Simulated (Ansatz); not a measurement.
The structure below was relaxed with Ansatz (a first-principles code), PBE, PAW, cutoff 420 eV, spin-orbit coupling left out, earlier PAW set, at pressure −2 GPa.

```xyz
4
Lattice="4.4586 0.0000 0.0000 -2.2293 3.8612 0.0000 0.0000 0.0000 7.2754" Properties=species:S:1:pos:R:3 pbc="T T T"
Cd     2.2293     1.2871     0.0043
Cd     0.0000     2.5742     3.6420
Se     2.2293     1.2871     4.5443
Se     0.0000     2.5742     0.9066
```

Q: Find the space group and the Wyckoff positions.

A: Space group P6₃mc (No. 186); a = b = 4.459 Å, c = 7.275 Å, α = β = 90.00°, γ = 120.00°

```tsv
atom	site	symmetry	x	y	z
Cd	2b	3m.	0.6667	0.3333	0.0006
Se	2b	3m.	0.3333	0.6667	0.1246
```

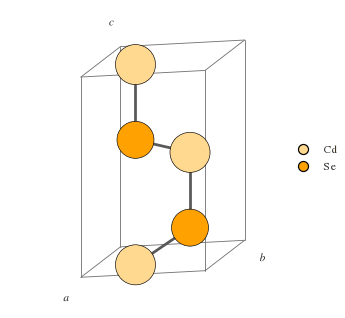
Figure: The conventional cell

Load acts through the strain it causes; cell and atoms are relaxed under it. Stability against distortions was not tested. The cell was made from CdSe in the wurtzite structure (space group P6_3mc, No. 186) by this change: pressure −2 GPa.
